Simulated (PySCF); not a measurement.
Si(Me)2(OH)(OMe), SMILES CO[Si](C)(C)O (C₃H₁₀O₂Si), GFN2-xTB optimised geometry. Atoms within 1.6 Å of the plane z = 1.2 Å (x, y, z in Å): C1 (-1.64, 1.05, -0.21), O2 (-0.38, 0.47, 0.00), Si3 (0.01, -1.11, 0.00), C4 (-0.70, -2.05, 1.50), C5 (1.90, -1.11, 0.00), H7 (-2.30, 0.86, 0.65), H8 (-1.50, 2.12, -0.33), H10 (-0.44, -1.56, 2.43), H11 (-0.31, -3.07, 1.56), H12 (-1.78, -2.12, 1.46), H13 (2.30, -0.55, 0.84), H14 (2.29, -2.12, 0.06).

Computed with PySCF 2.14.0 with B3LYP/def2-TZVP. Cells within 0.4 Å of a nucleus heavier than hydrogen are left out (blank, or x).

Map of the deformation density (molecule minus spherical neutral atoms) (e/bohr³) on the plane z = 1.2 Å:

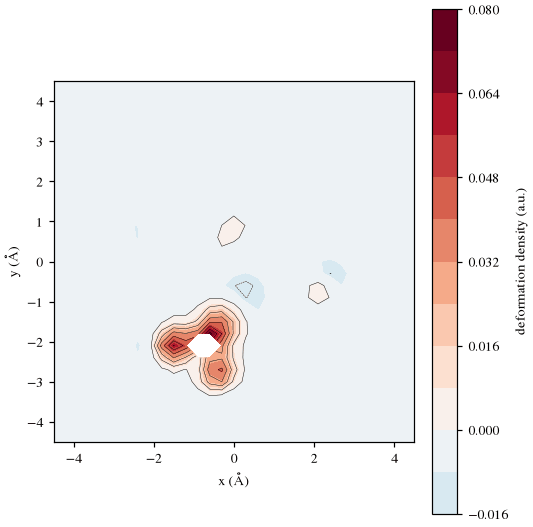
Deformation density (molecule minus spherical neutral atoms) (e/bohr³) on the plane z = 1.2 Å.
